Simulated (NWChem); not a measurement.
# Run report: C2H7NSi (charge +1), single-point calculation

System: C2H7NSi, charge +1, multiplicity 2.
Method: PBE0/6-31G*, UKS (NWChem 7.3.0).

The geometry is that of the parent species in another charge or spin state. The geometry comes from this level: PBE0-D4/def2-TZVP.

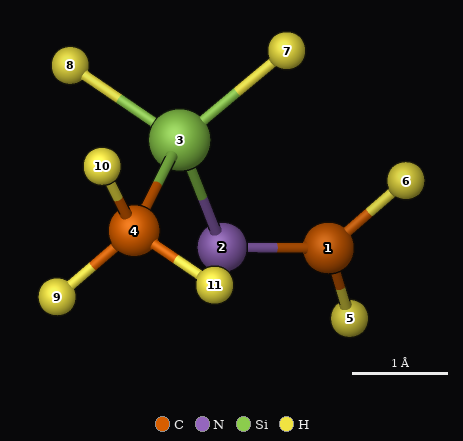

*The input geometry (ball-and-stick view, seen at a tilt; atoms are numbered from 1 in the order of the input).*

Bond lengths as drawn: C–H 1.09 to 1.10 Å, C–N 1.26 Å, C–Si 1.86 Å, H–Si 1.49 to 1.50 Å and N–Si 1.75 Å.

The input
```python
from ase import Atoms
from ase.calculators.nwchem import NWChem

system = Atoms(['C', 'N', 'Si', 'C', 'H', 'H', 'H', 'H', 'H', 'H', 'H'], positions=[
    [-0.763200, 2.027200, 0.389900],
    [-0.749500, 1.001600, -0.336400],
    [-0.379200, -0.602800, 0.247400],
    [1.068600, -1.271000, -0.713200],
    [-0.997700, 3.009000, -0.039500],
    [-0.550300, 2.023600, 1.471900],
    [-0.075100, -0.581600, 1.713400],
    [-1.590400, -1.434700, 0.023400],
    [0.849500, -1.270200, -1.783000],
    [1.292800, -2.296000, -0.407900],
    [1.959900, -0.662200, -0.545500],
])

calc = NWChem(
    label='geom',
    theory='dft',
    memory='2200 mb',
    basis='6-31G*',
    basispar='spherical bse',
    charge=1,
    dft={'xc': 'pbe0', 'mult': '2', 'grid': 'xfine', 'convergence': 'energy 1e-08', 'iterations': '100', 'mulliken': None, 'print': 'low'},
    task='energy',
)
system.calc = calc

print("Total energy (eV):", round(system.get_potential_energy(), 6))
```

File geom.nwi
```
title "geom"

permanent_dir geom

scratch_dir geom

start geom

geometry units angstrom nocenter noautosym noautoz
  C  -7.6319999999999999e-01 2.0272000000000001e+00 3.8990000000000002e-01
  N  -7.4950000000000006e-01 1.0016000000000000e+00 -3.3639999999999998e-01
  Si -3.7919999999999998e-01 -6.0280000000000000e-01 2.4740000000000001e-01
  C  1.0686000000000000e+00 -1.2709999999999999e+00 -7.1319999999999995e-01
  H  -9.9770000000000003e-01 3.0089999999999999e+00 -3.9500000000000000e-02
  H  -5.5030000000000001e-01 2.0236000000000001e+00 1.4719000000000000e+00
  H  -7.5100000000000000e-02 -5.8160000000000001e-01 1.7134000000000000e+00
  H  -1.5904000000000000e+00 -1.4347000000000001e+00 2.3400000000000001e-02
  H  8.4950000000000003e-01 -1.2702000000000000e+00 -1.7829999999999999e+00
  H  1.2927999999999999e+00 -2.2959999999999998e+00 -4.0789999999999998e-01
  H  1.9599000000000000e+00 -6.6220000000000001e-01 -5.4549999999999998e-01
end

charge 1

memory 2200 mb

basis spherical bse noprint
   * library 6-31G*
end

dft
  xc pbe0
  mult 2
  grid xfine
  convergence energy 1e-08
  iterations 100
  mulliken
  print low
end

task dft energy
```

Machine: 1 thread of Intel Xeon (Granite Rapids), 16 GiB of memory available, shared host.

Launched with:
```bash
export ASE_NWCHEM_COMMAND="nwchem PREFIX.nwi > PREFIX.nwo"
python run.py
```

Output
```
Total energy (eV): -11538.014629
```

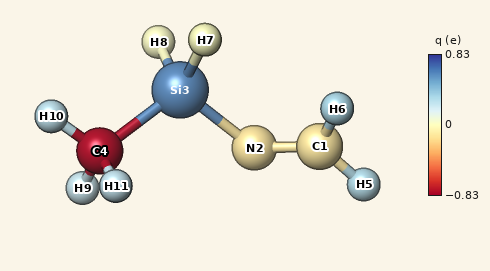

*Mulliken charges, as the colour of each atom (ball-and-stick view, seen on its broad side; atoms are numbered from 1 in the order of the input).*

By element: C −0.79 to −0.12, N −0.13, Si +0.61 and H +0.01 to +0.33 e.

Results in brief

- outcome: converged
- total energy: −424.014220 hartree
- ⟨S²⟩: 0.762
- wall time: 65 s
- peak memory: 0.14 GiB
